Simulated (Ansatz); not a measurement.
A series of calculations on C2H8BBrSSi

Part 1: Relaxation

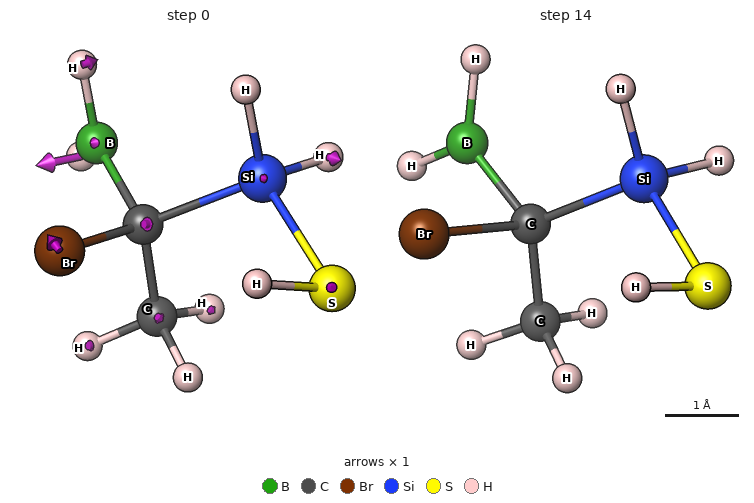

The structure of C$_{2}$H$_{8}$BBrSSi before (left) and after (right) a relaxation, at one scale. The purple arrows give the displacements, at their true length.

Style: ball-and-stick. Shown from a free direction.

The run prepares an end point of a later path (torsion) calculation, from a guessed geometry.

Theory: Ansatz, RHF/def2-SVP.

The input:
```yaml
crystal:
  periodic: [false, false, false]
  atoms:
    - { symbol: B, position_ang: [-0.2958, -1.5789, -1.0757] }
    - { symbol: C, position_ang: [-0.3002, -0.4266, 0.0568] }
    - { symbol: C, position_ang: [0.7409, -0.7596, 1.0857] }
    - { symbol: Br, position_ang: [-1.9614, -0.3437, 0.9083] }
    - { symbol: Si, position_ang: [0.0661, 1.2316, -0.7586] }
    - { symbol: S, position_ang: [0.176, 2.8088, 0.7378] }
    - { symbol: H, position_ang: [0.4206, -2.4549, -1.0641] }
    - { symbol: H, position_ang: [-1.0915, -1.4283, -1.9726] }
    - { symbol: H, position_ang: [1.7874, -0.7779, 0.677] }
    - { symbol: H, position_ang: [0.5667, -1.747, 1.5892] }
    - { symbol: H, position_ang: [0.7719, 0.0029, 1.9272] }
    - { symbol: H, position_ang: [1.3686, 1.1718, -1.4349] }
    - { symbol: H, position_ang: [-1.0474, 1.5891, -1.7205] }
    - { symbol: H, position_ang: [-1.2149, 2.6836, 1.0732] }
basis:
  gaussian: { orbitals: def2-SVP }
hamiltonian:
  xc: hf
relax:
  f_tol: 0.015
  max_steps: 40
```

Command:
```bash
ansatz run input.yaml --threads 2 --pin off --max-ram 3072MiB --backend cpu --events-out ev --progress --plain --runs-dir out
```

What changed between the two?

Answer. After 11 accepted moves (14 points after the start) the energy has fallen by 15.7 kcal/mol. The largest force component goes from 2.7 to 0.0081 eV/Å. The line search rejected the trial steps at points 8, 10, 13 of the run. H7 moves most after the best rigid fit: 0.73 Å. Largest moves by element: H 0.73 Å, Br 0.34 Å, C 0.22 Å, B 0.13 Å, S 0.13 Å, Si 0.09 Å. Among the contacts that change: B1–Br4 2.870 → 2.539 Å, C2–Br4 1.869 → 2.044 Å, S6–H14 1.436 → 1.336 Å, B1–H7 1.132 → 1.198 Å. Among the angles between lasting bonds that change: B1–C2–Br4 110.7° → 87.9°, B1–C2–C3 108.7° → 117.5°, B1–C2–Si5 108.9° → 115.6°. Groups turn about B1–C2 by about 30°.

Limits of the set-up: Hartree-Fock leaves out electron correlation.

Part 2: Relaxation

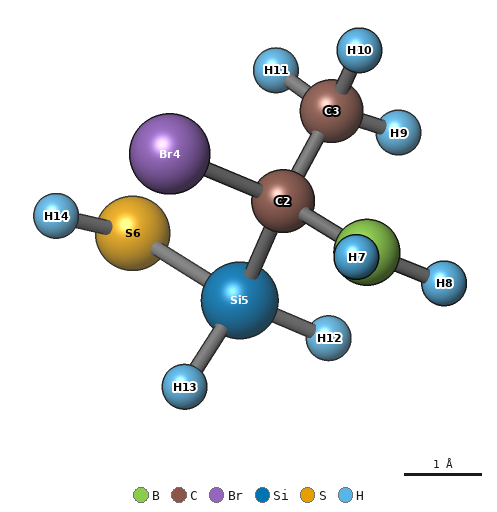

Starting structure of C$_{2}$H$_{8}$BBrSSi. The picture is a ball-and-stick view, seen from a free direction.

The run prepares an end point of a later path (torsion) calculation, from a guessed geometry.

Computed with RHF/def2-SVP in Ansatz.

The input:
```yaml
crystal:
  periodic: [false, false, false]
  atoms:
    - { symbol: B, position_ang: [-0.2958, -1.5789, -1.0757] }
    - { symbol: C, position_ang: [-0.3002, -0.4266, 0.0568] }
    - { symbol: C, position_ang: [0.01493, 0.88876, -0.5943] }
    - { symbol: Br, position_ang: [1.00331, -0.76784, 1.35138] }
    - { symbol: Si, position_ang: [-1.99607, -0.38259, 0.8758] }
    - { symbol: S, position_ang: [-2.09307, 1.22425, 2.34124] }
    - { symbol: H, position_ang: [0.4206, -2.4549, -1.0641] }
    - { symbol: H, position_ang: [-1.0915, -1.4283, -1.9726] }
    - { symbol: H, position_ang: [-0.74841, 1.20873, -1.35421] }
    - { symbol: H, position_ang: [1.01385, 0.9026, -1.10498] }
    - { symbol: H, position_ang: [0.05169, 1.74103, 0.15588] }
    - { symbol: H, position_ang: [-3.02661, -0.12018, -0.13741] }
    - { symbol: H, position_ang: [-2.24876, -1.68485, 1.60602] }
    - { symbol: H, position_ang: [-1.11507, 0.60334, 3.19022] }
basis:
  gaussian: { orbitals: def2-SVP }
hamiltonian:
  xc: hf
relax:
  f_tol: 0.015
  max_steps: 40
```

Run as
```bash
ansatz run input.yaml --threads 2 --pin off --max-ram 3072MiB --backend cpu --events-out ev --progress --plain --runs-dir out
```

What does the optimiser find from here?

H8 moves most after the best rigid fit: 1.61 Å. Largest moves by element: H 1.61 Å, Br 0.36 Å, C 0.24 Å, S 0.17 Å, B 0.10 Å, Si 0.09 Å. Among the contacts that change: B1–Br4 2.870 → 2.542 Å, C2–Br4 1.869 → 2.042 Å, S6–H14 1.436 → 1.337 Å, B1–H7 1.132 → 1.198 Å. Bond angles that change, for instance: B1–C2–Br4 110.7° → 88.1°, B1–C2–C3 108.7° → 117.4°, B1–C2–Si5 108.9° → 115.5°. Groups turn about B1–C2 by about 90°. Over 19 accepted moves (23 points after the start) the energy falls by 62.0 kJ/mol. Largest force component: 3 eV/Å at the start, 0.014 eV/Å at the end. The line search rejected the trial steps at points 4, 10, 20, 21 of the run. Cost: 68 s on 2 threads of Intel(R) Xeon(R) 6975P-C (Granite Rapids), on a shared host, peak memory 0.5 GiB.

History of the run:

| step | E − E(0), kJ/mol | largest force component, eV/Å | note |
| --- | --- | --- | --- |
| 0 | 0.00 | 2.9964 |  |
| 1 | -42.04 | 1.1101 |  |
| 2 | -45.31 | 0.7533 |  |
| 3 | -49.02 | 0.1686 |  |
| 4 | -48.97 | 0.2693 | rejected |
| 5 | -49.59 | 0.0840 |  |
| 6 | -50.03 | 0.0667 |  |
| 7 | -50.66 | 0.1623 |  |
| 8 | -51.29 | 0.0593 |  |
| 9 | -51.33 | 0.0909 |  |
| 10 | -50.96 | 0.3774 | rejected |
| 11 | -51.58 | 0.0426 |  |
| 12 | -51.67 | 0.1366 |  |
| 13 | -51.70 | 0.1936 |  |
| 14 | -52.33 | 0.0873 |  |
| 15 | -52.57 | 0.1825 |  |
| 16 | -52.88 | 0.6394 |  |
| 17 | -56.16 | 0.5244 |  |
| 18 | -58.95 | 0.5391 |  |
| 19 | -61.36 | 0.2341 |  |
| 20 | -21.87 | 2.1354 | rejected |
| 21 | -61.30 | 0.0956 | rejected |
| 22 | -61.90 | 0.0425 |  |
| 23 | -61.95 | 0.0142 |  |

The structure at the end:

```xyz
14

B    -0.2032   -1.5920   -1.0317
C    -0.4459   -0.3297   -0.1082
C    -0.0829    1.0345   -0.6755
Br    1.0837   -0.9845    1.0750
Si   -2.0202   -0.3889    0.9621
S    -2.0752    1.1327    2.4840
H    -0.7567   -2.6283   -0.7968
H     0.5210   -1.4949   -1.9813
H    -0.8688    1.3354   -1.3753
H     0.8577    1.0004   -1.2244
H    -0.0139    1.7991    0.0972
H    -3.1637   -0.0687    0.0789
H    -2.1650   -1.7353    1.5415
H    -1.0780    0.6447    3.2286
```

After the run, drawn alike:

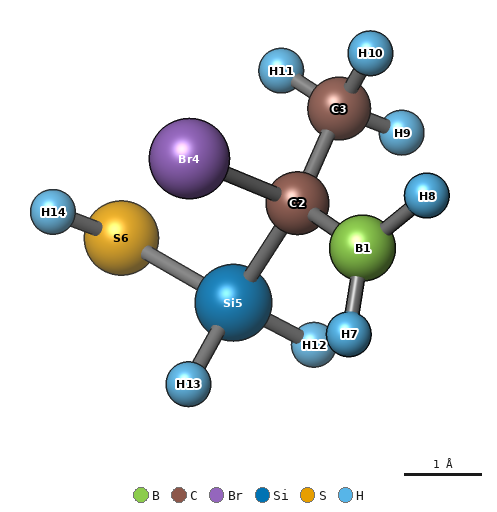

Limits of the set-up: Hartree-Fock leaves out electron correlation.

Part 3: Path

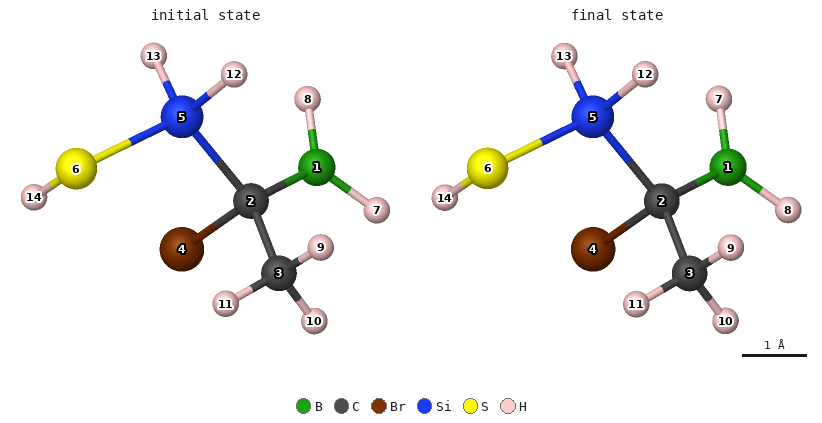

The two relaxed end points of a path for C2H8BBrSSi. The picture is a ball-and-stick view, seen at a tilt.

Method: RHF/def2-SVP in Ansatz.

Run with 7 movable images; climbing image; force threshold 0.03 eV/Å; iteration limit 55.

Start:
```xyz
14

B    -0.4240   -1.5815   -1.0403
C    -0.0898   -0.4273   -0.0108
C     0.8797   -0.7495    1.1162
Br   -2.0023   -0.6000    0.6888
Si    0.0558    1.3213   -0.7525
S     0.0601    2.8779    0.7345
H    -0.1737   -2.7165   -0.7492
H    -0.9000   -1.3203   -2.1080
H     1.8945   -0.7458    0.7071
H     0.6916   -1.7377    1.5344
H     0.8413   -0.0128    1.9176
H     1.3843    1.4188   -1.3977
H    -1.0223    1.5231   -1.7356
H    -1.2084    2.7211    1.1246
```

End:
```xyz
14

B    -0.4192   -1.5821   -1.0420
C    -0.0939   -0.4276   -0.0093
C     0.8757   -0.7483    1.1185
Br   -2.0045   -0.6041    0.6881
Si    0.0505    1.3198   -0.7532
S     0.0709    2.8798    0.7300
H    -0.8914   -1.3208   -2.1118
H    -0.1674   -2.7173   -0.7531
H     1.8916   -0.7362    0.7115
H     0.6931   -1.7401    1.5311
H     0.8303   -0.0164    1.9239
H     1.3767    1.4117   -1.4036
H    -1.0302    1.5227   -1.7332
H    -1.1952    2.7296    1.1319
```

Predict the minimum-energy path and its barrier.

Answer. The two ends have the same energy, and the highest point, image 2, lies 0.163 eV above the start. The motion is a rotation about the B1–C2 bond by about 180°. No bond forms or breaks between the ends. Among the angles between lasting bonds that change up to the highest image: B1–C2–Br4 87.9° → 107.0°, B1–C2–C3 117.5° → 108.6°. The band is converged. At the top, the vibrational analysis gives one imaginary mode (178i cm⁻¹), as a transition state must have.

Energies of the converged images:

```tsv
image	path (Å)	E (eV)
0	0.00	0.000
1	0.71	0.101
2	1.43	0.163
3	1.99	0.150
4	2.56	0.128
5	3.13	0.111
6	3.69	0.099
7	4.26	0.051
8	4.83	0.000
```

The geometry at the top of the path:

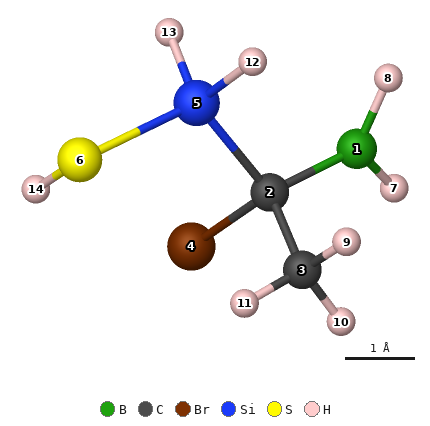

Limits of the set-up: Hartree-Fock leaves out electron correlation.

Cost: 5.8 min on 2 threads of Intel(R) Xeon(R) 6975P-C (Granite Rapids), on a shared host, peak memory 0.51 GiB.
